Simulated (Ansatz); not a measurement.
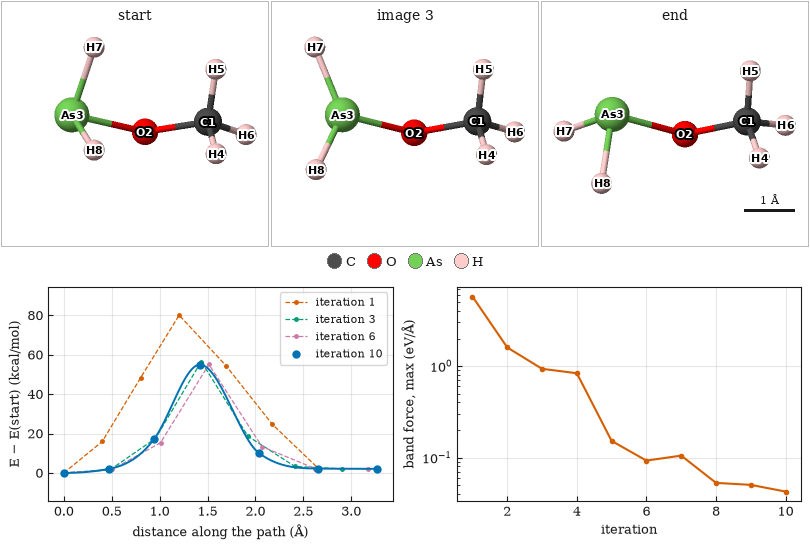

A search for the minimum-energy path of CH₅AsO by the nudged elastic band. Images are numbered from 0 (start) to 6 (end). The plot follows the band through its iterations. A ball-and-stick model, seen at a tilt.

The calculation used Ansatz, RKS PBE0/def2-SVP. Run with 5 movable images; climbing image; force threshold 0.05 eV/Å; iteration limit 60; starting path through a guess of the saddle point.

Q: How did the profile develop, and is the result final?

A: The result is final at these settings. The band converged in 10 iterations. The largest component of the band force went from 5.8 to 0.043 eV/Å. The climbing image converged on the top of the path. Its vibrational analysis gives one imaginary mode (1197i cm⁻¹), as a transition state must have. The first iteration put the highest image at 80.1 kcal/mol. The highest point, image 3, lies 55.0 kcal/mol above the start and 52.9 kcal/mol above the end; the end is at +2.1 kcal/mol relative to the start.
